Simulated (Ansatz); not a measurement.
# Response to strain in CoSn

Start from CoSn (space group P6/mmm, No. 191; a = 5.242 Å, c = 4.188 Å; non-magnetic). Axes: x lies along a and z along c of the hexagonal cell.

Strains are applied to the cell and any free atomic positions relax; under biaxial strain the out-of-plane vector relaxes too.

Level of theory: Kohn–Sham DFT with the r2SCAN functional, run in Ansatz (a quantum-chemistry and plane-wave program) with PAW and 500 eV plane waves, spin-orbit coupling left out.

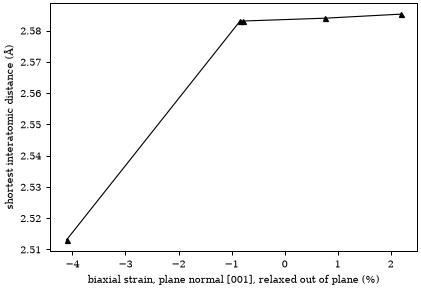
*Shortest interatomic distance against biaxial strain, plane normal [001], relaxed out of plane*

| biaxial strain, plane normal [001], relaxed out of plane (%) | shortest interatomic distance |
|---|---|
| -4.11 | 251.3 pm |
| -0.84 | 258.3 pm |
| -0.78 | 258.3 pm |
| 0.76 | 258.4 pm |
| 2.19 | 258.5 pm |

Without a gap, meshes like the base's 10×10×11 leave anisotropic stresses uncertain by several tenths of a GPa, and small strain energies with them. Whether these cells are dynamically stable was not tested. Starting moments died away, wholly or in part, for the base; another magnetic solution may exist. The final runs are not spin-polarised.
